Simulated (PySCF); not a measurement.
# CH5Al (AlH2Me): CISD/STO-3G

What is the vertical ionisation energy of CH5Al (AlH2Me) at CISD/STO-3G? The job is set up through a Python script.

Program for the calculation: PySCF 2.14.0.

9 further runs of the same task are left out: 1 that didn't finish, 8 set aside as unsound or not needed.

### Step 1. Starting point

CH5Al has 7 atoms, charge 0, and is taken as a singlet. SMILES: `[H][Al]([H])[CH3]`. Geometry: a GFN2-xTB relaxation, a rough one for these elements and not checked as a minimum.

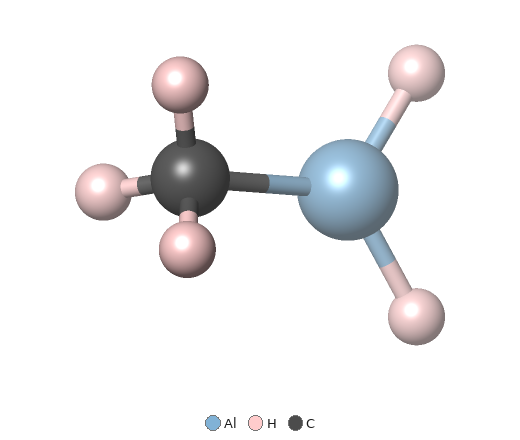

Viewed from a chosen angle; aluminium light blue, hydrogen pink, carbon dark grey.

### Step 2. A single-point energy at CISD/STO-3G

input.py

```python
from pyscf import gto, scf, ci

mol = gto.M(
    atom='''
Al       0.532240       0.925980      -0.002840
H        2.079610       1.030730       0.039470
H       -0.157080       2.315610      -0.032820
C       -0.456800      -0.794540      -0.002750
H       -0.578610      -1.223840      -1.005100
H       -1.469240      -0.690290       0.408830
H        0.049890      -1.563640       0.595200
''',
    charge=0,
    max_memory=1860,
    basis='sto-3g',
    verbose=3,
)

mf = scf.RHF(mol)
mf.conv_tol = 1e-10
mf.kernel()
if not mf.converged:
    mf = mf.newton().run(mf.mo_coeff, mf.mo_occ)

cisd = ci.CISD(mf, frozen=6)
cisd.kernel()
energy = cisd.e_tot
print('E = %.10f Eh' % energy)
```

Started as:

```console
OMP_NUM_THREADS=1 python input.py
```

The log of the run:

```text
converged SCF energy = -279.320734104581
E(RCISD) = -279.4314227597376  E_corr = -0.1106886551562369
E = -279.4314227597 Eh
```

It took 0.58 s on 1 thread of Arm Neoverse V2, shared host; peak memory 0.1 GiB.

### Step 3. The doublet cation

calc.py

```python
from pyscf import gto, scf, ci

mol = gto.Mole()
mol.atom = [
    ('Al', (0.532240, 0.925980, -0.002840)),
    ('H', (2.079610, 1.030730, 0.039470)),
    ('H', (-0.157080, 2.315610, -0.032820)),
    ('C', (-0.456800, -0.794540, -0.002750)),
    ('H', (-0.578610, -1.223840, -1.005100)),
    ('H', (-1.469240, -0.690290, 0.408830)),
    ('H', (0.049890, -1.563640, 0.595200)),
]
mol.basis = 'sto-3g'
mol.verbose = 4
mol.max_memory = 1860
mol.charge = 1
mol.spin = 1
mol.build()

mf = scf.UHF(mol)
mf.conv_tol = 1e-10
mf.kernel()
if not mf.converged:
    mf = mf.newton().run(mf.mo_coeff, mf.mo_occ)

cisd = ci.CISD(mf, frozen=6)
cisd.kernel()
etot = cisd.e_tot
print(f'total energy: {etot:.8f} hartree')
```

Started as:

```console
OMP_NUM_THREADS=1 python calc.py
```

The log of the run:

```text
PySCF version 2.14.0

[INPUT] num. atoms = 7
[INPUT] num. electrons = 23
[INPUT] charge = 1
[INPUT] spin (= nelec alpha-beta = 2S) = 1
[INPUT] symmetry False subgroup None
[INPUT] Mole.unit = angstrom
[INPUT] Symbol           X                Y                Z      unit          X                Y                Z       unit  Magmom
[INPUT]  1 Al     0.532240000000   0.925980000000  -0.002840000000 AA    1.005787832539   1.749848596825  -0.005366822194 Bohr   0.0
[INPUT]  2 H      2.079610000000   1.030730000000   0.039470000000 AA    3.929893345907   1.947797408373   0.074587490137 Bohr   0.0
[INPUT]  3 H     -0.157080000000   2.315610000000  -0.032820000000 AA   -0.296838179647   4.375868711304  -0.062020811408 Bohr   0.0
[INPUT]  4 C     -0.456800000000  -0.794540000000  -0.002750000000 AA   -0.863226893701  -1.501462995012  -0.005196746843 Bohr   0.0
[INPUT]  5 H     -0.578610000000  -1.223840000000  -1.005100000000 AA   -1.093414432935  -2.312722420288  -1.899363727800 Bohr   0.0
[INPUT]  6 H     -1.469240000000  -0.690290000000   0.408830000000 AA   -2.776461211256  -1.304459046526   0.772576731506 Bohr   0.0
[INPUT]  7 H      0.049890000000  -1.563640000000   0.595200000000 AA    0.094278436355  -2.954851357415   1.124764989341 Bohr   0.0

nuclear repulsion = 50.2673558881572
number of shells = 13
number of NR pGTOs = 57
number of NR cGTOs = 19
basis = sto-3g
ecp = {}

******** <class 'pyscf.scf.uhf.UHF'> ********
method = UHF
initial guess = minao
damping factor = 0
level_shift factor = 0
DIIS = <class 'pyscf.scf.diis.CDIIS'>
diis_start_cycle = 1
diis_space = 8
diis_damp = 0
SCF conv_tol = 1e-10
SCF conv_tol_grad = None
SCF max_cycles = 50
direct_scf = True
direct_scf_tol = 1e-13
number electrons alpha = 12  beta = 11
Set gradient conv threshold to 1e-05
init E= -278.845004318543
[... the frontier-level lines of each cycle are left out ...]

cycle= 1 E= -278.988117988329  delta_E= -0.143  |g|= 0.196  |ddm|= 1.86
cycle= 2 E= -279.024016054529  delta_E= -0.0359  |g|= 0.055  |ddm|= 0.368
cycle= 3 E= -279.027647940505  delta_E= -0.00363  |g|= 0.0225  |ddm|= 0.092
cycle= 4 E= -279.028673113539  delta_E= -0.00103  |g|= 0.00849  |ddm|= 0.0602
cycle= 5 E= -279.028849537651  delta_E= -0.000176  |g|= 0.00324  |ddm|= 0.0279
cycle= 6 E= -279.028873502729  delta_E= -2.4e-05  |g|= 0.00126  |ddm|= 0.0115
cycle= 7 E= -279.028877090618  delta_E= -3.59e-06  |g|= 0.000404  |ddm|= 0.00463
cycle= 8 E= -279.028877479631  delta_E= -3.89e-07  |g|= 9.51e-05  |ddm|= 0.00174
cycle= 9 E= -279.028877503037  delta_E= -2.34e-08  |g|= 4.02e-05  |ddm|= 0.000367
cycle= 10 E= -279.028877509169  delta_E= -6.13e-09  |g|= 1.72e-05  |ddm|= 0.000209
cycle= 11 E= -279.028877510669  delta_E= -1.5e-09  |g|= 7.72e-06  |ddm|= 0.000107
cycle= 12 E= -279.028877511055  delta_E= -3.86e-10  |g|= 5.35e-06  |ddm|= 5.15e-05
cycle= 13 E= -279.028877511226  delta_E= -1.7e-10  |g|= 5e-06  |ddm|= 2.59e-05
cycle= 14 E= -279.028877511842  delta_E= -6.16e-10  |g|= 3.72e-06  |ddm|= 0.000111
cycle= 15 E= -279.028877512487  delta_E= -6.45e-10  |g|= 1.2e-06  |ddm|= 0.000221
cycle= 16 E= -279.028877512529  delta_E= -4.22e-11  |g|= 4.03e-07  |ddm|= 6.17e-05
Extra cycle  E= -279.02887751253  delta_E= -3.41e-13  |g|= 2.59e-07  |ddm|= 8.33e-07
converged SCF energy = -279.02887751253  <S^2> = 0.76410498  2S+1 = 2.0140556

******** <class 'pyscf.ci.ucisd.UCISD'> ********
CISD nocc = (np.int64(6), np.int64(5)), nmo = (13, 13)
frozen orbitals 6
max_cycle = 50
direct = 0
conv_tol = 1e-09
max_cycle = 50
max_space = 12
lindep = 0
nroots = 1
Init t2, MP2 energy = -0.077895955907517
UCISD converged
E(UCISD) = -279.1364738813853  E_corr = -0.1075963688555484
total energy: -279.13647388 hartree
```

Run time: 0.6 s. Hardware: 1 thread of Arm Neoverse V2, shared host; peak memory 0.1 GiB.

### Step 4. What came out

Level: CISD/STO-3G, 6 core orbitals frozen.

| quantity | value |
| --- | --- |
| singlet CH5Al: total energy | -279.43142 Eh |
| singlet CH5Al: dipole moment (Hartree–Fock density) | 0.11 D |
| singlet CH5Al: HOMO energy (Hartree–Fock orbitals) | -9.03 eV |
| singlet CH5Al: LUMO energy (Hartree–Fock orbitals) | 8.86 eV |
| singlet CH5Al: HOMO–LUMO gap (Hartree–Fock orbitals) | 17.89 eV |
| singlet CH5Al: correlation energy (6 core orbitals frozen) | -110.7 mEh |
| doublet cation: total energy | -279.13647 Eh |
| doublet cation: HOMO energy (Hartree–Fock orbitals) (highest over α and β) | -15.33 eV |
| doublet cation: LUMO energy (Hartree–Fock orbitals) (lowest over α and β) | -6.90 eV |
| doublet cation: correlation energy (6 core orbitals frozen) | -107.6 mEh |
| doublet cation: ⟨S²⟩ of the reference determinant | 0.764 |
| vertical ionisation energy (to the doublet cation) | 8.026 eV |

**Reading.** The vertical ionisation energy comes to 8.03 eV (185 kcal/mol). In a minimal basis such a difference can be off by several eV, whatever the method. Mulliken charges (doublet cation) of the mean-field density run from -0.29 on C4 to +1.06 on Al1.
